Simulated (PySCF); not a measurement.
# C₃H₄F₂: NMR shifts at several levels of theory, part 2 of 2

PySCF 2.14.0. Atoms count from 0. The steps go on from the part before.

## (9) Shielding tensors: LC-wPBE/pcSseg-2

The job: settings as JSON, then the geometry in Å.

```
{"job": {"kind": "nmr", "xc": "LC-wPBE", "basis": "pcSseg-2", "pop": false}, "charge": 0, "multiplicity": 1}
C      1.045430     0.374915     0.870989
C      0.372531     0.275429    -0.266660
F      0.810375     0.814860    -1.408446
C     -0.932563    -0.420846    -0.480917
F     -1.386469    -0.978058     0.675619
H      0.636038    -0.085740     1.769070
H      1.994838     0.909962     0.913953
H     -0.806626    -1.205711    -1.248892
H     -1.675461     0.303076    -0.862598
```

With the program's defaults for keys left out, this is: GIAO LC-wPBE/pcSseg-2 NMR shielding, non-relativistic, gas phase.

The log of the run:

```text
coarse grid: 7912 points
cycle   1  E = -316.2277446006  dE =  7.258e-01  |g| = 7.288e-01  |ddm| = 1.960e+00
cycle   2  E = -316.2288755511  dE = -1.131e-03  |g| = 8.042e-01  |ddm| = 6.492e-01
cycle   3  E = -316.3225908668  dE = -9.372e-02  |g| = 5.210e-02  |ddm| = 3.314e-01
cycle   4  E = -316.3230873400  dE = -4.965e-04  |g| = 1.862e-02  |ddm| = 3.881e-02
cycle   5  E = -316.3231668899  dE = -7.955e-05  |g| = 8.251e-03  |ddm| = 1.773e-02
cycle   6  E = -316.3231813484  dE = -1.446e-05  |g| = 1.307e-03  |ddm| = 6.279e-03
cycle   7  E = -316.3231823690  dE = -1.021e-06  |g| = 8.155e-04  |ddm| = 2.153e-03
final grid: 78320 points
cycle   8  E = -316.3241809181  dE = -1.294e-04  |g| = 9.916e-03  |ddm| = 3.404e-02
cycle   9  E = -316.3241789507  dE =  1.967e-06  |g| = 1.132e-02  |ddm| = 7.553e-03
cycle  10  E = -316.3241954581  dE = -1.651e-05  |g| = 3.735e-04  |ddm| = 3.847e-03
cycle  11  E = -316.3241954910  dE = -3.287e-08  |g| = 1.843e-04  |ddm| = 5.210e-04
cycle  12  E = -316.3241954972  dE = -6.201e-09  |g| = 4.431e-05  |ddm| = 1.298e-04
cycle  13  E = -316.3241954977  dE = -4.393e-10  |g| = 2.090e-05  |ddm| = 4.433e-05
converged SCF energy = -316.3241954977

GIAO shielding tensors (ppm)
atom      isotropic    diamagn.    paramagn.     s11        s22        s33       span
  0 C       87.283     255.493    -168.210    -25.347    111.381    175.817    201.164
  1 C        6.761     251.189    -244.428   -113.467     62.688     71.060    184.527
  2 F      305.393     467.197    -161.805    215.987    300.165    400.026    184.040
  3 C      105.294     234.864    -129.570     77.112     77.553    161.216     84.104
  4 F      439.999     467.060     -27.061    404.102    430.625    485.269     81.167
  5 H       26.209      31.063      -4.854     24.352     24.361     29.913      5.561
  6 H       26.239      30.223      -3.983     23.518     25.171     30.029      6.511
  7 H       26.627      28.158      -1.532     23.164     26.526     30.191      7.026
  8 H       26.624      28.167      -1.543     23.167     26.518     30.189      7.022
```

Wall time 33 s (1 thread of Arm Neoverse V2, shared host); peak memory 0.94 GiB.

This run: δ C1 181.5, C0 101.0, C3 83.0, F2 -101.8, H5 5.11, H6 5.08 ppm.

## (10) Shielding tensors: PBE0/6-31G

Settings changed since step 9:

```diff
@@ -1,2 +1,2 @@
-{"job": {"kind": "nmr", "xc": "LC-wPBE", "basis": "pcSseg-2", "pop": false}, "charge": 0, "multiplicity": 1}
+{"job": {"kind": "nmr", "xc": "PBE0", "basis": "6-31G", "pop": true}, "charge": 0, "multiplicity": 1}
 C      1.045430     0.374915     0.870989
```

Method: GIAO PBE0/6-31G NMR shielding, non-relativistic, gas phase.

The log of the run:

```text
coarse grid: 7912 points
cycle   1  E = -315.8934168201  dE =  6.677e-01  |g| = 6.425e-01  |ddm| = 2.748e+00
cycle   2  E = -315.7916813625  dE =  1.017e-01  |g| = 9.762e-01  |ddm| = 1.426e+00
cycle   3  E = -315.9748430750  dE = -1.832e-01  |g| = 7.357e-02  |ddm| = 8.573e-01
cycle   4  E = -315.9759012891  dE = -1.058e-03  |g| = 3.617e-02  |ddm| = 1.123e-01
cycle   5  E = -315.9761776652  dE = -2.764e-04  |g| = 1.021e-02  |ddm| = 3.742e-02
cycle   6  E = -315.9762037963  dE = -2.613e-05  |g| = 8.103e-04  |ddm| = 1.128e-02
cycle   7  E = -315.9762039647  dE = -1.683e-07  |g| = 1.806e-04  |ddm| = 1.112e-03
final grid: 78320 points
cycle   8  E = -315.9620167480  dE = -1.265e-05  |g| = 6.597e-03  |ddm| = 1.348e-02
cycle   9  E = -315.9620106319  dE =  6.116e-06  |g| = 9.059e-03  |ddm| = 1.365e-02
cycle  10  E = -315.9620265559  dE = -1.592e-05  |g| = 7.803e-04  |ddm| = 7.730e-03
cycle  11  E = -315.9620266837  dE = -1.277e-07  |g| = 8.649e-05  |ddm| = 7.815e-04
cycle  12  E = -315.9620266839  dE = -2.079e-10  |g| = 7.718e-05  |ddm| = 1.419e-04
cycle  13  E = -315.9620266851  dE = -1.219e-09  |g| = 8.840e-06  |ddm| = 7.144e-05
cycle  14  E = -315.9620266851  dE = -1.677e-11  |g| = 2.997e-06  |ddm| = 1.010e-05
converged SCF energy = -315.9620266851

GIAO shielding tensors (ppm)
atom      isotropic    diamagn.    paramagn.     s11        s22        s33       span
  0 C      107.939     259.282    -151.342     13.928    123.906    185.984    172.056
  1 C       41.327     249.969    -208.642    -55.702     85.915     93.767    149.469
  2 F      299.189     472.353    -173.164    198.390    292.117    407.059    208.669
  3 C      124.249     242.744    -118.495     98.826    101.657    172.265     73.439
  4 F      439.077     471.618     -32.542    418.117    420.639    478.474     60.357
  5 H       27.463      30.521      -3.058     25.505     25.792     31.091      5.586
  6 H       27.563      29.613      -2.050     24.483     26.548     31.658      7.174
  7 H       27.684      27.633       0.051     23.986     27.574     31.492      7.506
  8 H       27.682      27.633       0.049     23.988     27.566     31.492      7.504
```

Wall time 2.9 s (1 thread of Arm Neoverse V2, shared host); peak memory 0.36 GiB.

Key values: δ C1 158.2, C0 91.6, C3 75.3, F2 -121.8, H5 5.15, H6 5.05 ppm.

## (11) NMR shieldings: PBE0/STO-3G

Settings changed since step 10:

```diff
@@ -1,2 +1,2 @@
-{"job": {"kind": "nmr", "xc": "PBE0", "basis": "6-31G", "pop": true}, "charge": 0, "multiplicity": 1}
+{"job": {"kind": "nmr", "xc": "PBE0", "basis": "STO-3G", "pop": true}, "charge": 0, "multiplicity": 1}
 C      1.045430     0.374915     0.870989
```

With the program's defaults for keys left out, this is: GIAO PBE0/STO-3G NMR shielding, non-relativistic, gas phase.

The log of the run:

```text
coarse grid: 7912 points
cycle   1  E = -311.6960024637  dE =  6.911e-01  |g| = 5.129e-01  |ddm| = 3.838e+00
cycle   2  E = -311.6704153627  dE =  2.559e-02  |g| = 6.391e-01  |ddm| = 1.461e+00
cycle   3  E = -311.7864522328  dE = -1.160e-01  |g| = 8.181e-02  |ddm| = 8.069e-01
cycle   4  E = -311.7886280163  dE = -2.176e-03  |g| = 2.946e-02  |ddm| = 1.580e-01
cycle   5  E = -311.7889111399  dE = -2.831e-04  |g| = 3.529e-03  |ddm| = 4.210e-02
cycle   6  E = -311.7889153358  dE = -4.196e-06  |g| = 9.206e-04  |ddm| = 6.014e-03
final grid: 78320 points
cycle   7  E = -311.7538968590  dE = -5.353e-06  |g| = 3.371e-03  |ddm| = 1.085e-02
cycle   8  E = -311.7538971279  dE = -2.689e-07  |g| = 3.294e-03  |ddm| = 8.284e-03
cycle   9  E = -311.7539003131  dE = -3.185e-06  |g| = 4.947e-04  |ddm| = 4.228e-03
cycle  10  E = -311.7539003843  dE = -7.117e-08  |g| = 8.385e-05  |ddm| = 6.917e-04
cycle  11  E = -311.7539003870  dE = -2.708e-09  |g| = 2.256e-05  |ddm| = 1.677e-04
cycle  12  E = -311.7539003872  dE = -1.671e-10  |g| = 5.997e-06  |ddm| = 3.523e-05
converged SCF energy = -311.7539003872

GIAO shielding tensors (ppm)
atom      isotropic    diamagn.    paramagn.     s11        s22        s33       span
  0 C      147.623     254.378    -106.756     59.184    162.665    221.020    161.835
  1 C      108.692     256.725    -148.033     43.360    122.689    160.026    116.666
  2 F      318.655     453.643    -134.988    219.472    240.264    496.228    276.756
  3 C      177.355     248.273     -70.918    156.920    160.437    214.708     57.788
  4 F      458.259     453.594       4.665    410.869    472.003    491.905     81.036
  5 H       27.926      31.243      -3.317     25.349     25.879     32.551      7.202
  6 H       28.037      30.230      -2.193     25.069     26.100     32.943      7.873
  7 H       29.996      29.625       0.371     25.773     28.265     35.950     10.178
  8 H       29.996      29.640       0.356     25.780     28.256     35.952     10.173
```

It took 1.5 s on 1 thread of Arm Neoverse V2, shared host; peak memory 0.32 GiB.

This run: δ C1 126.0, C0 87.1, C3 57.3, F2 -14.3, H5 4.68, H6 4.57 ppm.

## (12) Run by run: NMR shifts

Shifts (ppm) of some atoms, chosen among heavy atoms and hydrogens apart, means over like atoms, with basis size and wall time:

```tsv
run	C1	C0	C3	H6	H7	F2	F4	functions	time
PBE0/pcSseg-2	176.3	94.7	82.1	4.91	4.74	-116.6	-255.5	236	34 s
mPW1PW91/pcSseg-2	176.4	95.1	82.1	4.90	4.73	-116.0	-254.0	236	29 s
WP04/pcSseg-2	175.8	97.6	83.8	4.80	4.68	-119.0	-242.8	236	29 s
B97-2/pcSseg-2	173.2	92.7	81.4	4.85	4.74	-116.5	-251.8	236	24 s
BHandHLYP/pcSseg-2	176.1	96.5	79.5	4.99	4.68	-112.9	-238.2	236	20 s
CAM-B3LYP/pcSseg-2	180.0	96.7	82.9	4.98	4.78	-114.9	-248.3	236	34 s
wB97X-D/pcSseg-2	177.6	96.3	81.8	4.94	4.69	-111.7	-247.3	236	29 s
LC-wPBE/pcSseg-2	181.5	101.0	83.0	5.08	4.69	-101.8	-236.4	236	33 s
PBE0/6-31G	158.2	91.6	75.3	5.05	4.93	-121.8	-261.7	53	2.9 s
PBE0/STO-3G	126.0	87.1	57.3	4.57	2.61	-14.3	-153.9	29	1.5 s
```

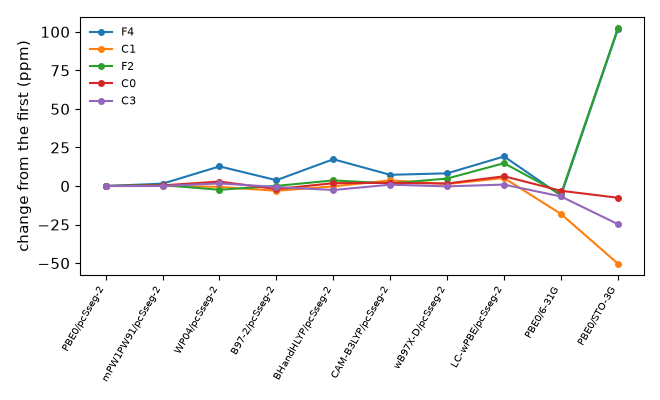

How five of the tabulated atoms move from run to run.

## (13) Outcome

This closing draws on all 2 parts.

| quantity | value |
| --- | --- |
| ¹³C shifts against TMS (PBE0/pcSseg-2) | 176.3, 94.7, 82.1 ppm |
| ¹H shifts against TMS (PBE0/pcSseg-2, means over atoms taken as alike) | 4.94, 4.91, 4.74 ppm |
| ¹⁹F shifts against CFCl3 (PBE0/pcSseg-2) | -116.6, -255.5 ppm |
| range of the shift of F4 (minimal bases aside) | -261.7 to -236.4 ppm |
| property runs in this session | 10, of which 0 failed and 1 gave unsound results |

Single values in the summary come from the first sound run of each kind (PBE0/pcSseg-2), which need not be the best level. Leaving out the minimal-basis runs, which are unusable for shieldings: Across the 9 runs the shift of F4 moves most, between -261.7 (PBE0/6-31G) and -236.4 ppm (LC-wPBE/pcSseg-2). Most of that comes from the computed reference, not from the atom's own shielding.
